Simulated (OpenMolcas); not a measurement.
# doublet [InH3]+ at 6 levels

Aim: a comparison of 6 runs (UHF/STO-3G, UHF/3-21G, UB3LYP/def2-TZVP, UPBE/def2-TZVP, UTPSS/def2-TZVP, ROCCSD(T)/def2-TZVP) of doublet [InH3]+. 

The calculation is run with OpenMolcas 26.06.

## (1) Starting point

[InH3]+ has 4 atoms, charge +1, and is taken as a doublet. SMILES of the parent species: `[InH3]`. The shape is that of a PBE0-D4/def2-TZVP optimisation. That shape belongs to the parent species and isn't relaxed for this state.

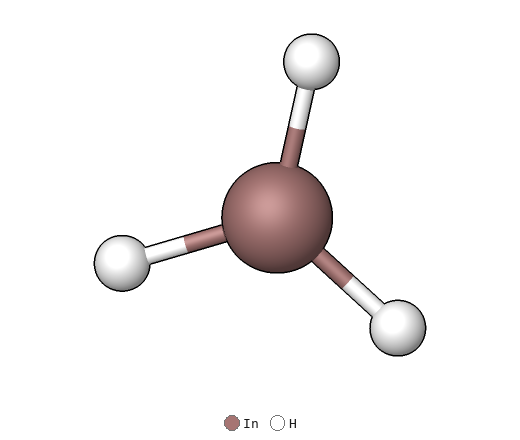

The structure, seen from a chosen angle (indium brown, hydrogen white).

## (2) A single-point energy at UHF/STO-3G (run 1)

run.input reads:

```
>>> EXPORT MOLCAS_PRINT=2

&GATEWAY
 BasLib
 $CurrDir
 Coord
 4
 angstrom
 In       0.013900      -0.015100      -0.005100
 H        0.415500       1.516000       0.678200
 H       -1.095600      -0.107300      -1.321400
 H        0.721800      -1.454000       0.628000
 Basis
 STO-3G
 Group
 NoSym

&SEWARD

&SCF
 UHF
 Charge
 1
 Spin
 2
 Thresholds
 1e-10 1e-07 1e-07 1e-05
 PrOrbitals
 0
```

The basis set STO-3G is read from a file made from the Basis Set Exchange's data (not shown).

Command:

```console
$ export MOLCAS_MEM=1860
$ pymolcas run.input > run.log
```

Output:

```text
--- Start Module: gateway ---
[...]
--- Stop Module: gateway /rc=_RC_ALL_IS_WELL_ ---
--- Start Module: seward ---
[...]
      Basis functions           30
--- Stop Module: seward /rc=_RC_ALL_IS_WELL_ ---
[...]
--- Start Module: scf ---
[...]
       Convergence after  29 Iterations
[...]
::    Total SCF energy                              -5684.2901498517
[...]
      Total spin, S                                     0.5439355543
[...]
      Total electronic charge=   51.000000
      Total            charge=    1.000000
[...]
      Dipole Moment (debye):
      Origin of the operator (angstrom)=    0.0139   -0.0151   -0.0051
                   X=  1.0476E+00               Y=  8.7554E-02               Z=  1.2428E+00           Total=  1.6278E+00
      Center of Charge (angstrom)
[...]
--- Stop Module: scf /rc=_RC_ALL_IS_WELL_ ---
[...]
```

It took 5.7 s on 1 thread of AMD EPYC 7R43 (Zen 3), shared host; peak memory 0.37 GiB.

## (3) A single-point energy at UHF/3-21G (run 2)

struct.xyz reads:

```xyz
4

In     0.013900    -0.015100    -0.005100
H      0.415500     1.516000     0.678200
H     -1.095600    -0.107300    -1.321400
H      0.721800    -1.454000     0.628000
```

job.input reads:

```
* H3In Hartree-Fock

&GATEWAY
  BasLib=$CurrDir
  Coord=struct.xyz
  Basis=3-21G
  Group=NoSym

&SEWARD

&SCF
  UHF
  Charge=1
  Spin=2
  Thresholds=1e-10 1e-07 1e-07 1e-05
  PrOrbitals=1
```

The basis set 3-21G is read from a file made from the Basis Set Exchange's data (not shown).

Command:

```console
$ export MOLCAS_MEM=1860
$ pymolcas job.input > job.log
```

Output:

```text
--- Start Module: gateway ---
[...]
--- Stop Module: gateway /rc=_RC_ALL_IS_WELL_ ---
--- Start Module: seward ---
[...]
      Basis functions           37
--- Stop Module: seward /rc=_RC_ALL_IS_WELL_ ---
[...]
--- Start Module: scf ---
[...]
       Convergence after  25 Iterations
[...]
::    Total SCF energy                              -5716.0496615103
[...]
      Total spin, S                                     0.5573336864
[...]
      Total electronic charge=   51.000000
      Total            charge=    1.000000
[...]
      Dipole Moment (debye):
      Origin of the operator (angstrom)=    0.0139   -0.0151   -0.0051
                   X=  1.1101E+00               Y=  9.2658E-02               Z=  1.3170E+00           Total=  1.7250E+00
      Center of Charge (angstrom)
[...]
--- Stop Module: scf /rc=_RC_ALL_IS_WELL_ ---
[...]
```

Wall time 5.1 s (1 thread of AMD EPYC 7R43 (Zen 3), shared host); peak memory 0.37 GiB.

Runs 3 to 5 aren't shown in full; the table further down has their settings and results.

## (4) The energy at ROCCSD(T)/def2-TZVP (core potential) (run 6)

mol.input reads:

```
&GATEWAY
  BASLIB = $CurrDir
  COORD
  4
  angstrom
  In       0.013900      -0.015100      -0.005100
  H        0.415500       1.516000       0.678200
  H       -1.095600      -0.107300      -1.321400
  H        0.721800      -1.454000       0.628000
  BASIS = def2-TZVP
  GROUP = NoSym

&SEWARD

&SCF
  UHF
  CHARGE = 1
  SPIN = 2
  THRESHOLDS = 1e-10 1e-07 1e-07 1e-05
  PRORBITALS = 0

&RASSCF
  FILEORB = $Project.UnaOrb
  SPIN = 2
  NACTEL = 1 0 0
  INACTIVE = 11
  RAS2 = 1
  OUTORBITALS = Canonical
  ORBLISTING = Nothing

&MOTRA
  JOBIPH
  FROZEN = 4

&CCSDT
  CCT
  TRIPLES = 3
  ITERATIONS = 80
  ACCURACY = 1e-08
  EXTRAPOLATION = 5 4
```

The basis set def2-TZVP is read from a file made from the Basis Set Exchange's data (not shown).

Command:

```console
$ export MOLCAS_MEM=1860
$ pymolcas mol.input > mol.log
```

Output:

```text
--- Start Module: gateway ---
[...]
--- Stop Module: gateway /rc=_RC_ALL_IS_WELL_ ---
[...]
      Basis functions           68
[...]
       Convergence after  29 Iterations
[...]
::    Total SCF energy                               -190.5478236039
[...]
      Total spin, S                                     0.5602373039
[...]
      Number of active orbitals                  1
[...]
      Spin quantum number                      0.5
[...]
      Active orbitals                            1
[...]
      Number of CSFs                             1
[...]
      Number of root(s) required                 1
[...]
      Convergence after 28 iterations
[...]
      printout of CI-coefficients larger than  0.05 for root  1
      energy=    -190.543300
      conf/sym  1     Coeff  Weight
             1  u   1.00000 1.00000
      Natural orbitals and occupation numbers for root  1
      sym 1:   1.000000
      ************************************************************************************************************************
      *                                                    Final results                                                     *
[...]
::    RASSCF root number  1 Total energy:   -190.54330029
[...]
      Total electronic charge=   23.000000
      Total            charge=    1.000000
[...]
      Dipole Moment (debye):
      Origin of the operator (angstrom)=    0.0139   -0.0151   -0.0051
                   X=  6.4239E-01               Y=  2.4487E+00               Z=  1.0928E+00           Total=  2.7574E+00
      Center of Charge (angstrom)
[...]
--- Start Module: motra ---
[...]
      *** WARNING: Default frozen orbitals is overwritten by user input.
      *** Default values:   0
[...]
--- Stop Module: motra /rc=_RC_ALL_IS_WELL_ ---
--- Start Module: ccsdt ---
[...]
      Convergence after                    18  Iterations
      Total energy (diff) :    -190.83068825      -0.00000000
[...]
 METHOD                       : CCSD+T(CCSD)+<T3(1)WT1>+<T3(1)UT2> = CCSD(T)
[...]
       CCSD     =      -190.8306882537240
[...]
--- Stop Module: ccsdt /rc=_RC_ALL_IS_WELL_ ---
[...]
```

Run time: 34 s. Hardware: 1 thread of AMD EPYC 7R43 (Zen 3), shared host; peak memory 0.4 GiB.

## (5) The series

```csv
run,level,integration grid,frozen core orbitals,energy (Eh),HOMO energy (eV),LUMO energy (eV),⟨S²⟩,wall time
1,UHF/STO-3G,–,–,-5684.290150,-15.16,-7.38,0.840,5.7 s
2,UHF/3-21G,–,–,-5716.049662,-16.58,-9.12,0.868,5.1 s
3,UB3LYP/def2-TZVP (core potential),UltraFine,–,-191.576595,-14.27,-13.18,0.779,64 s
4,UPBE/def2-TZVP (core potential),UltraFine,–,-191.501006,-13.59,-13.45,0.756,66 s
5,UTPSS/def2-TZVP (core potential),UltraFine,–,-191.437468,-13.54,-13.52,0.760,96 s
6,ROCCSD(T)/def2-TZVP (core potential),–,4,-190.838280,–,–,–,34 s
```

## (6) What came out

```
             quantity          value
  run 6: total energy  -190.83828 Eh
run 6: (T) correction      -7.59 mEh
```

**Reading.** Totals of different functionals can't be ranked against each other. Some runs of one species differ in core potentials or relativity; totals across that change don't compare. In run 1 the basis is minimal, so the values are rough. In runs 1, 2 relativity is left out where basis or elements ask for it. Spin contamination of the reference: run 2 ⟨S²⟩ = 0.87. All runs together took 4.5 min, the longest 96 s.
